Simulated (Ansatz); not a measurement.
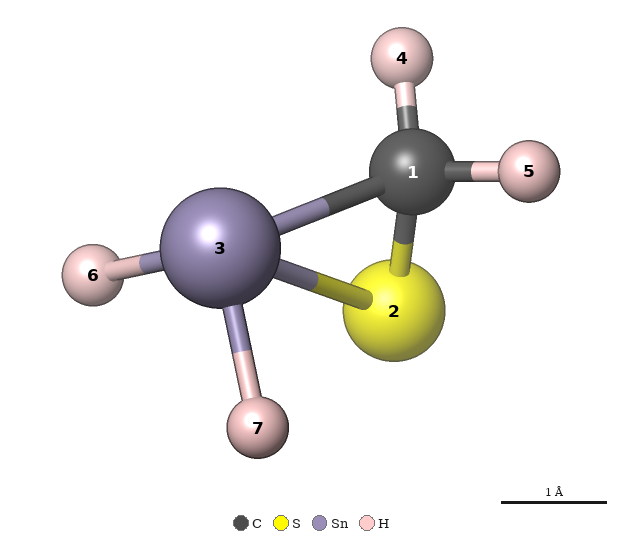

(Drawn from a calculation with Ansatz.)

Orthographic view. Atoms fade into the background with distance from the viewer. Geometry: atoms displaced at random (about 0.1 Å) from a stationary point of GFN2-xTB.

Write a Z-matrix (Å, degrees) in the order of the atom numbers, with these reference atoms: 2 to 1; 3 to 1, 2; 4 to 1, 2, 3; 5 to 1, 4, 2; 6 to 3, 1, 4; 7 to 3, 6, 2.

```
C  
S    1   1.686
Sn   1   2.324   2    89.2
H    1   1.168   2   120.3   3  -118.0
H    1   1.276   4   104.4   2   127.9
H    3   1.864   1    99.9   4    72.7
H    3   1.760   6    93.0   2   -73.4
```
